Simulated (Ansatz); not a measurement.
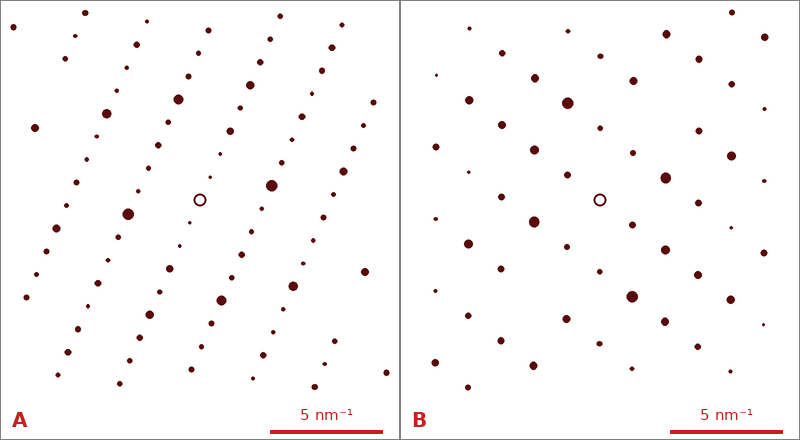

Kinematic electron diffraction patterns (200 kV, B = 0.5 Å², same scale, each along a low-index zone) of two structures of composition Tl3As2, each relaxed at zero pressure with DFT PBE, scalar-relativistic, plane waves, PAW (Ansatz).

The structures (standard cells):
1. R-3c (No. 167), a = 7.540 Å, c = 19.233 Å (hexagonal axes), 30 atoms; generated start, possibly hypothetical
2. R-3m (No. 166), a = 4.275 Å, c = 26.586 Å (hexagonal axes), 15 atoms; generated start, possibly hypothetical

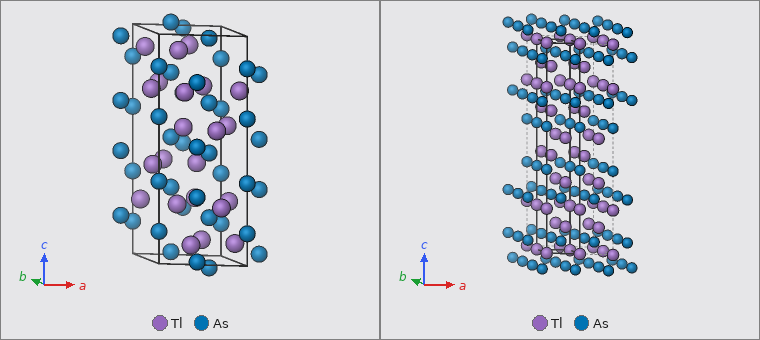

Drawings of the structures 1 to 2, from left to right (each may span several cells).

Which pattern belongs to which structure, and along which zone?

Answer. A is structure 2 along [100] or an equivalent direction: oblique net of 0 0 3 (weak) at d = 8.86 Å and 0 -1 1 at d = 3.67 Å, 82.1° apart (some points of this net are extinct or too weak to see). B is structure 1 along [100] or an equivalent direction: oblique net of 0 1 2 at d = 5.40 Å and 0 1 -4 at d = 3.87 Å, 87.8° apart (some points of this net are extinct or too weak to see).

Which structure lies lowest at this level of theory, and by how much?

Answer. Structure 1 (R-3c, 31.56 Å³ an atom) is the lowest of these; structure 2 (R-3m, 28.05 Å³ an atom) lies about 39 meV an atom higher. These are static energies at 0 K; other structures, not shown, may lie lower still.
